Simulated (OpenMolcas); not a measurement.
**One shape, several levels: InSiNH6 (SMILES N[SiH2][InH2])**

Aim: a comparison of 5 runs (HF/3-21G, HF/def2-SVP, M06-2X/def2-SVP, MP2/def2-SVP, CCSD(T)/def2-SVP) of InSiNH6. 

The results are computed with OpenMolcas 26.06.

### Step 1. The system as given

The species is InSiNH6 (9 atoms), meant as a singlet with charge 0. SMILES: `N[SiH2][InH2]`. The coordinates come from a PBE0-D4/def2-TZVP relaxation. This is one conformer, not always the lowest.

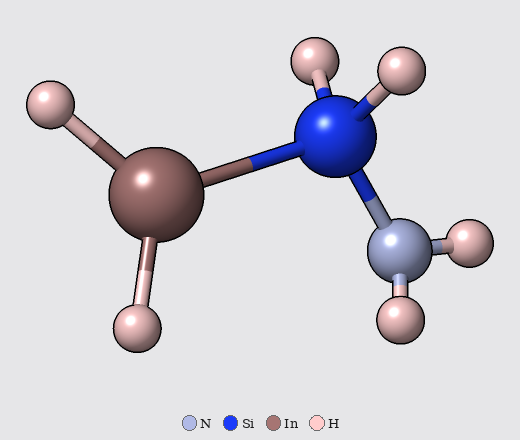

The structure, seen from a chosen angle (nitrogen light blue, silicon blue, indium brown, hydrogen pink).

### Step 2. Energy and forces at HF/3-21G (run 1)

Contents of mol.input:

```
* H6InNSi Hartree-Fock
&GATEWAY
BasLib=$CurrDir
Coord
9
angstrom
N       -0.891500       0.591400      -1.336400
Si       0.373800       0.744000      -0.168700
In       0.267200      -1.255400       1.446100
H       -1.095600      -0.314200      -1.726600
H       -1.035700       1.316000      -2.022500
H        0.170000       2.036500       0.545200
H        1.758900       0.832100      -0.740700
H       -0.551200      -2.716800       0.991900
H        1.004100      -1.233700       3.011600
Basis=3-21G
Group=NoSym
&SEWARD
&SCF
Thresholds=1e-10 1e-07 1e-07 1e-05
PrOrbitals=1 2
&ALASKA
```

The basis set 3-21G is read from a file made from the Basis Set Exchange's data (not shown).

Started as:

```
$ export MOLCAS_MEM=1860
$ pymolcas mol.input > mol.log
```

The program printed:

```text
--- Start Module: gateway ---
[...]
--- Stop Module: gateway /rc=_RC_ALL_IS_WELL_ ---
[...]
      Basis functions           65
[...]
--- Start Module: scf ---
[...]
       Convergence after  12 Iterations
[...]
::    Total SCF energy                              -6059.7407393309
[...]
      Total spin, S                                     0.0000000000
[...]
      Total electronic charge=   76.000000
      Total            charge=   -0.000000
[...]
      Dipole Moment (debye):
      Origin of the operator (angstrom)=    0.1776   -0.7073    0.8764
                   X= -5.2864E-02               Y= -3.7276E-01               Z= -1.1909E+00           Total=  1.2490E+00
      Quadrupole Moment (debye*angstrom):
[...]
 *              Molecular gradients               *
 **************************************************
  Irreducible representation: a
 ------------------------------------------------------------------------------------------
                              X                       Y                       Z
 ------------------------------------------------------------------------------------------
  N1                7.66243574621406E-03    4.92446235668975E-03    2.70330743397817E-02
  SI2              -1.46765457876947E-02   -1.18258059739915E-02   -9.09084425411599E-03
  IN3               3.74556852237973E-04    1.53504499252222E-03   -2.43779503907859E-03
  H4                3.95446307888547E-03   -3.51441551465559E-03   -3.24274225075527E-03
  H5                3.72374888181393E-03    1.39372238276847E-03   -4.38391704675656E-03
  H6               -5.08475514570728E-04   -5.57123679557847E-04   -1.73754739931109E-03
  H7               -7.02456618323133E-04   -5.48893813788531E-04    9.51700966275615E-04
  H8                5.36114302350033E-03    9.36039892322160E-03    3.76051511531728E-03
[...]
```

Run time: 8.1 s. Hardware: 1 thread of AMD EPYC 7R43 (Zen 3), shared host; peak memory 0.4 GiB.

### Step 3. Energy and forces at HF/def2-SVP (core potential) (run 2)

Contents of test.inp:

```
&GATEWAY
 BasLib = $CurrDir
 Coord
 9
 angstrom
 N       -0.891500       0.591400      -1.336400
 Si       0.373800       0.744000      -0.168700
 In       0.267200      -1.255400       1.446100
 H       -1.095600      -0.314200      -1.726600
 H       -1.035700       1.316000      -2.022500
 H        0.170000       2.036500       0.545200
 H        1.758900       0.832100      -0.740700
 H       -0.551200      -2.716800       0.991900
 H        1.004100      -1.233700       3.011600
 Basis = def2-SVP
 Group = NoSym

&SEWARD

&SCF
 Thresholds = 1e-10 1e-07 1e-07 1e-05
 PrOrbitals = 1 2

&ALASKA
```

The basis set def2-SVP is read from a file made from the Basis Set Exchange's data (not shown).

Started as:

```
$ export MOLCAS_MEM=1860
$ pymolcas test.inp > test.log
```

The program printed:

```text
--- Start Module: gateway ---
[...]
--- Stop Module: gateway /rc=_RC_ALL_IS_WELL_ ---
[...]
      Basis functions           88
[...]
--- Start Module: scf ---
[...]
       Convergence after  12 Iterations
[...]
::    Total SCF energy                               -535.9384759512
[...]
      Total spin, S                                     0.0000000000
[...]
      Total electronic charge=   48.000000
      Total            charge=   -0.000000
[...]
      Dipole Moment (debye):
      Origin of the operator (angstrom)=    0.1776   -0.7073    0.8764
                   X= -2.3440E-01               Y=  1.0610E-02               Z= -1.3946E+00           Total=  1.4142E+00
      Quadrupole Moment (debye*angstrom):
[...]
 *              Molecular gradients               *
 **************************************************
  Irreducible representation: a
 ------------------------------------------------------------------------------------------
                              X                       Y                       Z
 ------------------------------------------------------------------------------------------
  N1                3.39471567810179E-03    1.58710681178831E-03    9.17100791541081E-03
  SI2              -4.85408245863095E-03   -8.50377478638897E-03    5.66287291811518E-04
  IN3               2.28484247085547E-04    3.93973613641307E-03   -3.44302682522724E-03
  H4               -2.68313818161836E-04   -5.34354459565289E-03   -1.05175332213037E-03
  H5               -2.45877706160913E-05    4.29490490784135E-03   -3.34641376993616E-03
  H6               -7.52874579619034E-04    1.18117549109797E-03    6.53933548740326E-04
  H7                2.19980421677324E-03   -2.52501515276893E-04    9.18514381862412E-05
  H8                1.74402884144231E-03    3.18550153927122E-03    1.00263406324674E-03
[...]
```

Wall time 18 s (1 thread of AMD EPYC 7R43 (Zen 3), shared host); peak memory 0.48 GiB.

### Step 4. Energy and gradient at M06-2X/def2-SVP (core potential) (run 3)

Contents of geom.xyz:

```xyz
9

N     -0.891500     0.591400    -1.336400
Si     0.373800     0.744000    -0.168700
In     0.267200    -1.255400     1.446100
H     -1.095600    -0.314200    -1.726600
H     -1.035700     1.316000    -2.022500
H      0.170000     2.036500     0.545200
H      1.758900     0.832100    -0.740700
H     -0.551200    -2.716800     0.991900
H      1.004100    -1.233700     3.011600
```

Contents of job.inp:

```
&gateway
 baslib=$CurrDir
 coord=geom.xyz
 basis=def2-SVP
 group=NoSym

&seward
 gridinput
 Grid=UltraFine
 End of Grid

&scf
 ksdft=M062X
 thresholds=1e-10 1e-07 1e-07 1e-05
 prorbitals=0

&alaska
```

The basis set def2-SVP is read from a file made from the Basis Set Exchange's data (not shown).

Started as:

```
$ export MOLCAS_MEM=1860
$ pymolcas job.inp > job.log
```

The program printed:

```text
--- Start Module: gateway ---
[...]
--- Stop Module: gateway /rc=_RC_ALL_IS_WELL_ ---
[...]
      Basis functions           88
[...]
--- Start Module: scf ---
[...]
       Convergence after  13 Iterations
[...]
::    Total KS-DFT energy                            -537.7083349911
[...]
      Total spin, S                                     0.0000000000
[...]
      Total electronic charge=   48.000000
      Total            charge=   -0.000000
[...]
      Dipole Moment (debye):
      Origin of the operator (angstrom)=    0.1776   -0.7073    0.8764
                   X= -3.1034E-01               Y=  4.6469E-03               Z= -1.3706E+00           Total=  1.4053E+00
      Quadrupole Moment (debye*angstrom):
[...]
 *              Molecular gradients               *
 **************************************************
  Irreducible representation: a
 ------------------------------------------------------------------------------------------
                              X                       Y                       Z
 ------------------------------------------------------------------------------------------
  N1                2.37325806085487E-03    2.40135490223725E-04   -2.37191433697248E-03
  SI2              -4.70463459190196E-03   -4.54320144414666E-03   -5.36201696361482E-04
  IN3               1.53651095176399E-04   -5.77512986287942E-04    2.69156088293698E-04
  H4                1.47902441556469E-03    5.38568622940705E-03    2.66673512801896E-03
  H5                1.12213660348170E-03   -4.31747619687917E-03    4.08547023478523E-03
  H6               -4.45427186180680E-04   -1.51062617264941E-04   -4.70340341873321E-04
  H7               -2.40480548677979E-04   -2.82260344747709E-04   -2.54964839761174E-04
  H8                2.74407279363786E-03    4.51597181784669E-03    1.73492341387937E-03
[...]
```

Run time: 72 s. Hardware: 1 thread of AMD EPYC 7R43 (Zen 3), shared host; peak memory 0.47 GiB.

Run 4 isn't shown in full; the table further down has it.

### Step 5. A single-point energy at CCSD(T)/def2-SVP (core potential) (run 5)

Contents of run.input:

```
>>> EXPORT MOLCAS_PRINT=2
&GATEWAY
BasLib = $CurrDir
BasisSet
N.def2-SVP....
N1 -0.891500 0.591400 -1.336400 angstrom
End of Basis
BasisSet
Si.def2-SVP....
Si2 0.373800 0.744000 -0.168700 angstrom
End of Basis
BasisSet
In.def2-SVP....
In3 0.267200 -1.255400 1.446100 angstrom
End of Basis
BasisSet
H.def2-SVP....
H4 -1.095600 -0.314200 -1.726600 angstrom
H5 -1.035700 1.316000 -2.022500 angstrom
H6 0.170000 2.036500 0.545200 angstrom
H7 1.758900 0.832100 -0.740700 angstrom
H8 -0.551200 -2.716800 0.991900 angstrom
H9 1.004100 -1.233700 3.011600 angstrom
End of Basis
&SEWARD
&SCF
Thresholds = 1e-10 1e-07 1e-07 1e-05
PrOrbitals = 1 1
&RASSCF
FileOrb = $Project.ScfOrb
Spin = 1
Nactel = 0 0 0
Inactive = 24
Ras2 = 0
OutOrbitals = Canonical
OrbListing = NoCore
&MOTRA
JobIph
Frozen = 10
&CCSDT
CCT
Triples = 2
Iterations = 80
Accuracy = 1e-08
Extrapolation = 5 4
```

The basis set def2-SVP is read from a file made from the Basis Set Exchange's data (not shown).

Started as:

```
$ export MOLCAS_MEM=1860
$ pymolcas run.input > run.log
```

The program printed:

```text
--- Start Module: gateway ---
[...]
--- Stop Module: gateway /rc=_RC_ALL_IS_WELL_ ---
[...]
      Basis functions           88
[...]
       Convergence after  12 Iterations
[...]
::    Total SCF energy                               -535.9384759512
[...]
      Total spin, S                                     0.0000000000
[...]
      Number of active orbitals                  0
[...]
      Spin quantum number                      0.0
[...]
      Active orbitals                            0
[...]
      Number of CSFs                             1
[...]
      Number of root(s) required                 1
[...]
      Convergence after  4 iterations
[...]
      Natural orbitals and occupation numbers for root  1
      ************************************************************************************************************************
      *                                                    Final results                                                     *
      ************************************************************************************************************************
[...]
::    RASSCF root number  1 Total energy:   -535.93847595
[...]
      Total electronic charge=   48.000000
      Total            charge=   -0.000000
[...]
      Dipole Moment (debye):
      Origin of the operator (angstrom)=    0.1776   -0.7073    0.8764
                   X= -2.3440E-01               Y=  1.0610E-02               Z= -1.3946E+00           Total=  1.4142E+00
      Quadrupole Moment (debye*angstrom):
[...]
--- Start Module: motra ---
[...]
--- Stop Module: motra /rc=_RC_ALL_IS_WELL_ ---
[...]
--- Start Module: ccsdt ---
[...]
      Convergence after                    16  Iterations
      Total energy (diff) :    -536.35007580       0.00000001
[...]
 METHOD                       : CCSD+T(CCSD)+<T3(1)WT1> = CCSD(T)
[...]
       CCSD     =      -536.3500757960360
[...]
```

Wall time 2 min (1 thread of AMD EPYC 7R43 (Zen 3), shared host); peak memory 0.48 GiB.

### Step 6. Overview of the runs

| run | level | integration grid | task | energy (Eh) | dipole moment (D) of the reference | HOMO energy (eV) | LUMO energy (eV) | wall time |
| --- | --- | --- | --- | --- | --- | --- | --- | --- |
| 1 | HF/3-21G | – | gradient | -6059.740739 | 1.25 | -9.29 | 0.61 | 8.1 s |
| 2 | HF/def2-SVP (core potential) | – | gradient | -535.938476 | 1.41 | -9.38 | 0.64 | 18 s |
| 3 | M06-2X/def2-SVP (core potential) | UltraFine | gradient | -537.708335 | 1.41 | -7.84 | -1.39 | 72 s |
| 4 | MP2/def2-SVP (core potential) | – | energy | -536.302176 | 1.41 | -9.38 | 0.64 | 14 s |
| 5 | CCSD(T)/def2-SVP (core potential) | – | energy | -536.360780 | 1.41 | -9.38 | 0.64 | 2 min |

### Step 7. Outcome

```
                                           quantity          value
                                run 5: total energy  -536.36078 Eh
          run 5: dipole moment (mean-field density)         1.41 D
         run 5: HOMO energy (Hartree–Fock orbitals)       -9.38 eV
         run 5: LUMO energy (Hartree–Fock orbitals)        0.64 eV
       run 5: HOMO–LUMO gap (Hartree–Fock orbitals)       10.02 eV
run 5: correlation energy (10 core orbitals frozen)     -422.3 mEh
                              run 5: (T) correction     -10.70 mEh
```

Below the HF energy at the same shape and in the same basis (def2-SVP): MP2 -363.7 mEh; CCSD(T) -422.3 mEh. Over runs 1, 2, 3 the dipole moment (its size) runs from 1.25 D (HF/3-21G) to 1.41 D (HF/def2-SVP). The two ends differ in basis and core potential. Over runs 1, 2, 3 the HOMO–LUMO gap runs from 6.45 eV (M06-2X/def2-SVP) to 10.02 eV (HF/def2-SVP). Exact exchange widens orbital gaps. Some runs of one species differ in core potentials or relativity; totals across that change don't compare. In run 1 relativity is left out where basis or elements ask for it. All runs together took 3.9 min, the longest 2 min.
